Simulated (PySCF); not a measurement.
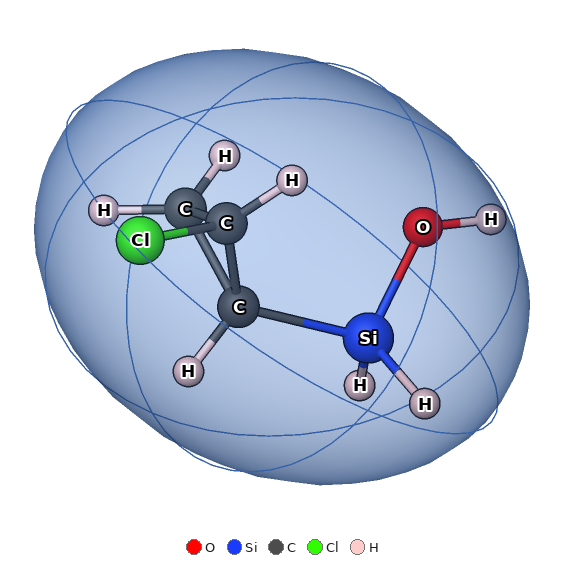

The ellipsoid shows the static dipole polarisability: its half-axes are proportional to the principal values. The geometry was computed by an optimisation with GFN2-xTB. No frequency run is at hand to confirm it as a minimum. Level of theory: PBE0/def2-SVPD (PySCF 2.14.0).

Question. Give the principal values, the mean and the anisotropy.

Answer. Principal values 66.3, 71.5, 94.1 bohr³; mean 77.3 bohr³ (11.45 Å³); anisotropy 25.6 bohr³, so the longest axis is 1.42 times the shortest.

The geometry is semi-empirical. Around Si such bond lengths and angles can be off by a tenth of an ångström or more and by several degrees, and values that hang on the shape move with them.
